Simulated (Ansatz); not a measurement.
# MgRh (Pm-3m): Grüneisen parameters, part 2 of 2

Aim: how the phonons of MgRh (Pm-3m) shift with volume, and the thermal expansion that follows.

Ansatz 0.2.0; DFT PBEsol, scalar-relativistic, plane waves, PAW; PAW set soft_1.

So far, highest frequency on the path or at a solved wavevector (cm⁻¹): step 2 (phonons on a q mesh) 330; step 4 (phonons at the other volume, volume ratio 0.97) 348.

## Step 5: Relaxing at another volume, volume ratio 1.03

The volume is scaled by 1.03 and held; symmetry leaves nothing to relax, so this is a single point. The modes can then be followed against volume.

File input.yaml:

```yaml
crystal:
  lattice:
    - [3.113144717, 0.0, 0.0]
    - [0.0, 3.113144717, 0.0]
    - [0.0, 0.0, 3.113144717]
  atoms:
    - { symbol: Mg, position: [0.0, 0.0, 0.0] }
    - { symbol: Rh, position: [0.5, 0.5, 0.5] }
kpoints:
  mp_grid: { grid: [16, 16, 16] }
hamiltonian:
  xc: pbesol
  pseudopotentials: { kind: paw, azcp: { folder: soft_1 }, xc_functional: pbe }
scf:
  occupations: { method: methfessel_paxton, width: 0.2 }
output:
  forces: true
  stress: true
  eigenvalues: true
```

Command:

```console
$ ansatz run input.yaml --threads 4 --pin off --max-ram 10240MiB --backend cpu --events-out ev --progress --plain --runs-dir out
```

Numbers of over 12 decimals in the logs are rounded to 6 here.

The program printed:

```text
[...]
Crystal: 2 atoms, lattice volume = 30.172 Å³
Basis set: ecut = 420 eV, 619 PW (Γ), exchange–correlation on 48×48×48 points (8 copies of the dense FFT grid, shifted against one another)
Bands: 18, of which v1, the nominal top of the filled ones, is band 14 counted from 1 (13 counted from 0)
Symmetry: 48 space group operations
[...]
k-points: 165 of 4096
[...]
--- Band table (eV; the first three rows and the last of 165) ---
  k-point 0: bands = [... 10 lower, 10.6806, 13.3492, 13.3492, 13.3492, 21.7408, 21.7408, 21.7408, 24.8889]
  k-point 1: bands = [... 10 lower, 10.7122, 13.3026, 13.3026, 13.3543, 21.2044, 21.8429, 21.8429, 24.7997]
  k-point 2: bands = [... 10 lower, 10.8014, 13.1740, 13.1740, 13.3690, 20.1030, 22.1358, 22.1358, 24.5494]
  k-point 164: bands = [... 10 lower, 10.4837, 14.2557, 14.2557, 18.0600, 18.0600, 18.0600, 20.8862, 22.5638]
[key lines of the parts left out:]
SCF converged after 7 iterations
Free energy (F): -8251.592657 eV
Fermi energy:    13.507251 eV
P = ⅓ Tr σ = -3.5345 GPa (-35.345 kbar)
```

Wall time 1.6 s (4 threads of Arm Neoverse V1, shared host); peak memory 0.36 GiB; 5.3 s of CPU time.

Numbers from this step:

| Quantity | Value |
| --- | --- |
| pressure | -3.534 GPa |
| volume per atom | 15.09 Å³ |

The run ends at a pressure of -3.53 GPa.

## Step 6: Phonons at the other volume, volume ratio 1.03

The phonons are repeated at this volume on the same k and q meshes.

input.yaml, the sections that differ from step 5:

```yaml
output:
  eigenvalues: true
phonons:
  method: dfpt
  qmesh: [4, 4, 4]
  temperatures: { t_max: 1000, t_step: 50 }
  qpath:
    path:
      - [[0.0, 0.0, 0.0], [0.0, 0.5, 0.0], [0.5, 0.5, 0.0], [0.0, 0.0, 0.0], [0.5, 0.5, 0.5], [0.0, 0.5, 0.0]]
      - [[0.5, 0.5, 0.5], [0.5, 0.5, 0.0]]
    npoints: 10
# crystal, kpoints, hamiltonian, scf: as in step 5
```

The program printed:

```text
[...]
Crystal: 2 atoms, lattice volume = 30.172 Å³
Basis set: ecut = 420 eV, 619 PW (Γ), exchange–correlation on 48×48×48 points (8 copies of the dense FFT grid, shifted against one another)
Bands: 18, of which v1, the nominal top of the filled ones, is band 14 counted from 1 (13 counted from 0)
Symmetry: 48 space group operations
k-points: 165 of 4096
[...]
k-point 164: bands = [... 10 lower, 10.4837, 14.2556, 14.2556, 18.0600, 18.0600, 18.0600, 20.8862, 22.5638]
[...]
ASR residual: 3.608e-5 → 0.000e0 eV/Å²; symmetrization residual: 2.892e-6 eV/Å²
  ASR residual per site (eV/Å²): 1.06e-5 3.61e-5
  Γ frequencies (cm⁻¹): 0.00 0.00 0.00 271.40 271.40 271.40
--- Phonons (arbitrary-q DFPT): 10 irreducible q on the 4×4×4 mesh ---
[...]
interpolated dispersion: 62 rows × 6 modes
[...]
[key lines of the parts left out:]
SCF converged after 9 iterations
Free energy (F): -8251.592657 eV
Fermi energy:    13.507227 eV
```

Elapsed: 8.6 min, on 4 threads; peak memory 2.8 GiB; 34 min of CPU time.

This step gave:

```
sum-rule residual before enforcement                       : 3.61e-5 eV/Å²
highest frequency on the path or at a solved wavevector    : 313.4 cm⁻¹
mean frequency                                             : 193.4 cm⁻¹
Debye temperature (second moment)                          : 398 K
logarithmic mean frequency                                 : 168.4 cm⁻¹
highest optical mode at the zone centre (no LO-TO term)    : 271.4 cm⁻¹
lowest optical zone-centre mode                            : 271.4 cm⁻¹
lowest mode on the q mesh (acoustic modes at Γ apart)      : 54.86 cm⁻¹
zero-point energy per atom                                 : 35.96 meV
heat capacity at 300 K                                     : 22.92 J/(mol atoms K)
vibrational entropy at 300 K                               : 31.33 J/(mol atoms K)
edges of the widest gap between branches, on path and mesh : 143.8, 242.1 cm⁻¹
```

The highest optical mode at the zone centre (no LO-TO term) is 271.4 cm⁻¹, -14.2 cm⁻¹ against the base run.

## Step 7: Grüneisen parameters

The Grüneisen parameter of a mode is minus the logarithmic change of its frequency with volume, −d ln ω / d ln V; weighted by heat capacity it gives the expansion.

Numbers from this step:

```
bulk modulus : 128.1 GPa
```

Phonon branches along the path, in cm⁻¹:

```tsv
point	branch 1	branch 2	branch 3	branch 4	branch 5	branch 6
Γ	0	0	0	286	286	286
X	137	137	141	258	258	328
M	64	64	149	254	330	330
Γ	0	0	0	286	286	286
R	131	131	131	320	320	320
X	137	137	141	258	258	328
jump to R	131	131	131	320	320	320
M	64	64	149	254	330	330
```

The same for volume x 0.97:

```tsv
point	branch 1	branch 2	branch 3	branch 4	branch 5	branch 6
Γ	0	0	0	300	300	300
X	144	144	152	271	271	344
M	70	70	155	267	348	348
Γ	0	0	0	300	300	300
R	141	141	141	334	334	334
X	144	144	152	271	271	344
R	141	141	141	334	334	334
M	70	70	155	267	348	348
```

The same for volume x 1.03:

```tsv
point	branch 1	branch 2	branch 3	branch 4	branch 5	branch 6
Γ	0	0	0	271	271	271
X	131	132	132	247	247	313
M	59	59	144	242	313	313
Γ	0	0	0	271	271	271
R	121	121	121	306	306	306
X	131	132	132	247	247	313
R	121	121	121	306	306	306
M	59	59	144	242	313	313
```

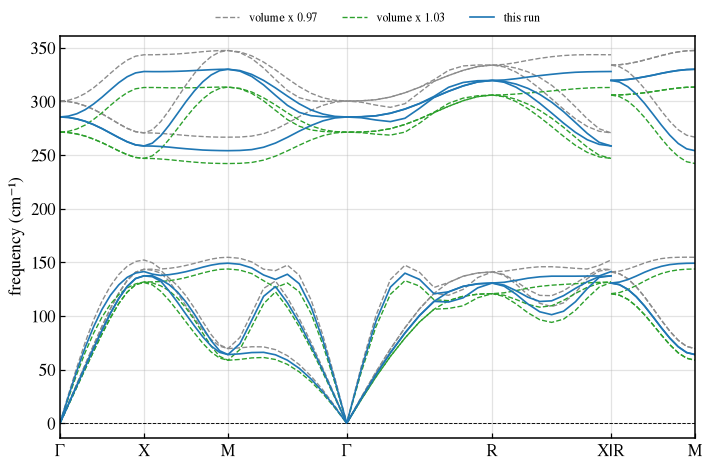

Phonon branches along the path; dashed: volume x 0.97 and volume x 1.03.

Mode Grueneisen parameter -dln(w)/dln(V), modes matched by rank; at Γ the acoustic branches take the value of a neighbouring point of the path. Mode grüneisen parameters along the path, in :

```tsv
point	branch 1	branch 2	branch 3	branch 4	branch 5	branch 6
Γ	1.33	1.33	2.14	1.69	1.69	1.69
X	1.49	1.43	2.41	1.53	1.53	1.55
M	2.84	2.84	1.22	1.61	1.72	1.72
Γ	1.87	1.28	1.88	1.69	1.69	1.69
R	2.59	2.59	2.59	1.45	1.45	1.45
X	1.49	1.43	2.41	1.53	1.53	1.55
jump to R	2.59	2.59	2.59	1.45	1.45	1.45
M	2.84	2.84	1.22	1.61	1.72	1.72
```

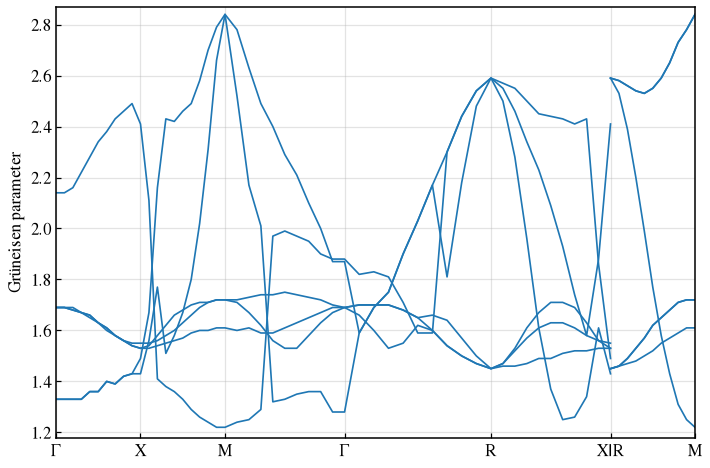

Mode grüneisen parameters along the path.

(dS/dlnV)/C_V. Table of thermodynamic Grueneisen parameter by temperature:

```tsv
temperature (K)	thermodynamic Grueneisen parameter
50	1.95
100	1.85
150	1.81
200	1.79
250	1.78
300	1.78
350	1.78
400	1.77
450	1.77
500	1.77
550	1.77
600	1.77
650	1.77
700	1.77
750	1.77
800	1.77
850	1.77
900	1.77
950	1.77
1000	1.77
```

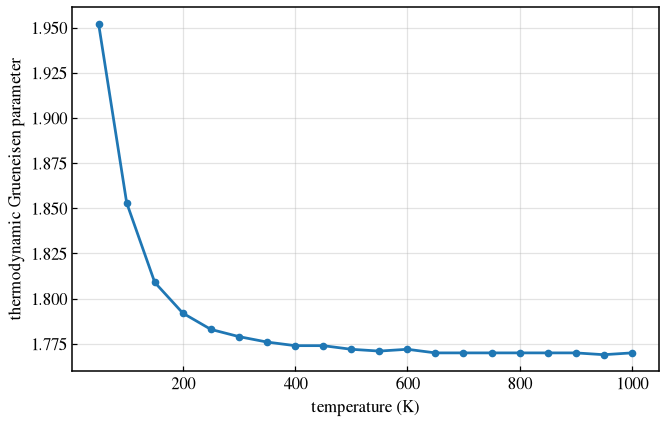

Thermodynamic Grueneisen parameter against temperature.

Gamma C_V/(B V) at the static volume. Volume expansion against temperature:

```tsv
temperature (K)	volume expansion (1e-6/K)
50	10.4
100	22.0
150	28.7
200	32.4
250	34.5
300	35.8
350	36.6
400	37.1
450	37.5
500	37.8
550	38
600	38.2
650	38.3
700	38.4
750	38.5
800	38.5
850	38.6
900	38.6
950	38.7
1000	38.7
```

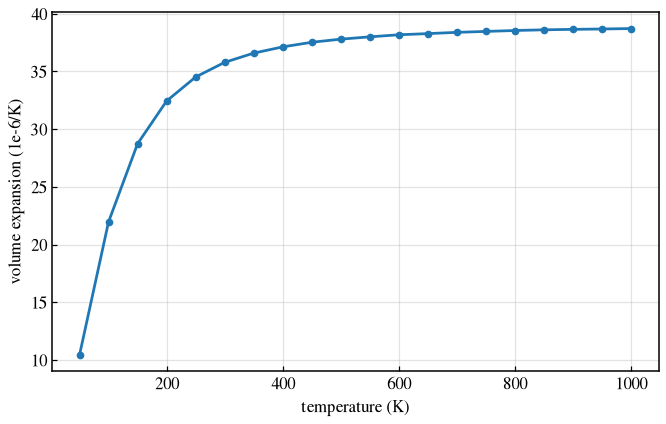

Volume expansion, plotted against temperature.

## Step 8: Summary of results

- bulk modulus: 128 GPa
- thermodynamic Grüneisen parameter at 300 K: 1.779
- volume expansion at 300 K, estimated: 35.79 × 10⁻⁶ K⁻¹

By this estimate the volume grows by 35.8 × 10⁻⁶ per kelvin at 300 K. The highest optical mode at Γ goes from 300 to 271 cm⁻¹ as the cell grows, a Grüneisen parameter of 1.69. Mode parameters on the path run from 1.2 to 2.8, with a median of 1.7. Branches are matched by rank, so values near crossings are rough. The expansion is the Grüneisen estimate at the static volume, with the static bulk modulus. With no gap, or one that is small against the smearing, the frequencies hang on the k mesh and the smearing, most of all near Kohn anomalies. The phonon runs are without spin polarisation, although the cell has an odd electron count. The PAW files were made for PBE and serve the other functionals too. A phonon run warned that its eigensolver left some bands unconverged in a pass.

[Logs are printed without paths, hosts, clocks, repeated set-up lines and the standing remarks that a program may print on its own settings, such as how far it seeks lower states.]

[Hosts, paths, dates, database ids (printed as entryN), source tags and the programs' standing remarks are cut or masked in the printed files.]
